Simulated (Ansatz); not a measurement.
**BH2(CF3) (CH₂BF₃): the relaxed shape and its frontier levels**

What does BH2(CF3) (CH₂BF₃) look like as a singlet, and where do its frontier electrons sit?

The runs use Ansatz 0.2.0, Gaussian basis; RKS PBE0-D4/def2-TZVP.

The runs, in order: relaxation at PBE-D4/def2-SVP; a search for the lowest solution at PBE0-D4/def2-SVP; a single point at PBE0-D4/def2-TZVP.

## (1) Where the work starts

7 atoms, charge 0, spin multiplicity 1.

Atoms are counted from 1 here; the program's logs count them from 0.

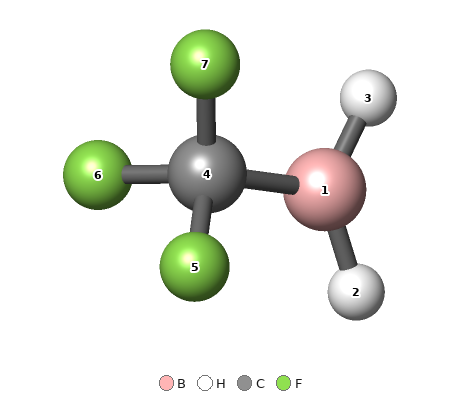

Start geometry, drawn with boron pink, hydrogen white, carbon grey, fluorine green; atoms are numbered from 1 in the order of the file.

Geometry (Å):

```xyz
7
charge 0, multiplicity 1
B     0.4969    0.8576    0.0093
H     1.6570    0.8087    0.0140
H    -0.1161    1.8392   -0.0776
C    -0.3122   -0.5327    0.0394
F     0.2981   -1.5432    0.6913
F    -0.4704   -0.9602   -1.2389
F    -1.5533   -0.4694    0.5626
```

The start is a GFN2-xTB geometry.

## (2) Optimising with PBE-D4/def2-SVP

Input file in.yaml:

```yaml
crystal:
  periodic: [false, false, false]
  atoms:
    - {symbol: B, position_ang: [0.496880, 0.857580, 0.009260]}
    - {symbol: H, position_ang: [1.657010, 0.808720, 0.013950]}
    - {symbol: H, position_ang: [-0.116130, 1.839210, -0.077610]}
    - {symbol: C, position_ang: [-0.312160, -0.532680, 0.039390]}
    - {symbol: F, position_ang: [0.298110, -1.543240, 0.691330]}
    - {symbol: F, position_ang: [-0.470440, -0.960230, -1.238910]}
    - {symbol: F, position_ang: [-1.553270, -0.469360, 0.562590]}
basis:
  gaussian: {orbitals: def2-SVP}
hamiltonian: {xc: pbe, dispersion: d4}
scf: {omitted_lower_state_checks: [starts]}
output: {orbitals: {seedname: orbitals}}
relax: {f_tol: 0.02, max_steps: 100}
```

The run is started by

```bash
> ansatz run in.yaml --threads 4 --pin off --events-out ev --progress --plain --max-ram 3916MiB
```

The runs that follow: Searching for the lowest solution, PBE0-D4/def2-SVP; Single point, PBE0-D4/def2-TZVP.

Q: Predict the results of all the runs planned. Wanted: point group; commonest bond, hydrogen aside; HOMO, LUMO at PBE0-D4/def2-TZVP; dipole at PBE-D4/def2-SVP.

As calculated:

```
                       quantity                          value
                    point group                             Cs
 commonest bond, hydrogen aside  C–F, 3 of mean length 1.361 Å
HOMO, LUMO at PBE0-D4/def2-TZVP               -10.17, -2.72 eV
      dipole at PBE-D4/def2-SVP                         1.39 D
```

What this shows: The molecule keeps its bonding pattern by the stored test; the atoms moved 0.05 Å (rms). No usable vibrations, so a minimum isn't proven. The point group is read from a loosely relaxed geometry; soft torsions can leave it below the true symmetry.
